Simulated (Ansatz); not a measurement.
## Y: x(Sc) = 0.333, 6 atoms, C2/c

Base system: Y in the hcp (Mg type) structure (space group P6_3/mmc, No. 194; a = 3.6556 Å, c = 5.6787 Å).

The other end (x = 1) is Sc in the hcp (Mg type) structure (space group P6_3/mmc, No. 194): 24.65 Å³/atom, gap zero.

One thing is altered: Sc replaces 33.3 % of the Y, ordered in a cell of 6 atoms (starting symmetry C2/c) and fully relaxed.

Computed with PBE (Ansatz, a quantum-chemistry and plane-wave program, PAW, no spin-orbit coupling). Γ-centred 9×9×9 mesh, Fermi–Dirac width 0.05 eV, for the changed cell.

* **Volume per atom**: 29.97 Å³ (base 32.86 Å³)
* **Density**: 4.11 g/cm³ (base 4.49 g/cm³)
* **Band gap**: zero (base zero)
* **Mixing energy**: +0.03 eV/atom (to 0.01 eV only: unlike meshes or grids)
* **Deviation of the volume from the linear (Vegard-type) interpolation**: -0.5 %

Final structure:

```yaml
crystal:
  lattice:
    - [5.31285, -3.06944, 0.00000]
    - [5.31285, 3.06944, 0.00000]
    - [-3.55633, 0.00000, 5.51354]
  atoms:
    - { symbol: Y, position: [0.91881, 0.74467, 0.75494] }
    - { symbol: Sc, position: [0.57816, 0.42184, 0.75000] }
    - { symbol: Y, position: [0.25533, 0.08119, 0.74506] }
    - { symbol: Y, position: [0.08119, 0.25533, 0.24506] }
    - { symbol: Y, position: [0.74467, 0.91881, 0.25494] }
    - { symbol: Sc, position: [0.42184, 0.57816, 0.25000] }
```

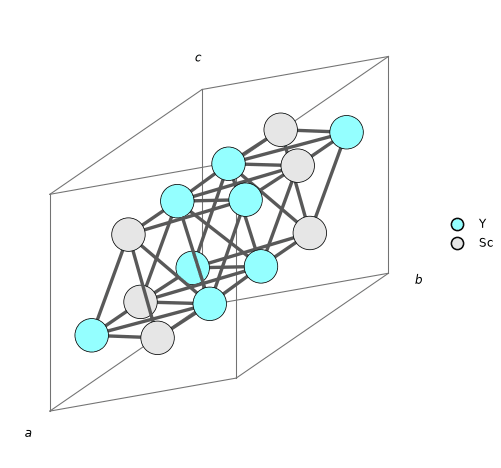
Fig. 1. The relaxed conventional cell after the change

Cost of the whole job for the changed cell (relaxation, final SCF and bands): roughly 8 core-minutes.

Each cell is one ordered arrangement of few atoms, which overstates ordering effects compared with a random alloy. Whether these cells are dynamically stable was not tested. The final runs are not spin-polarised. Y2Sc has a high density of states at the Fermi level and may be magnetic at this level.
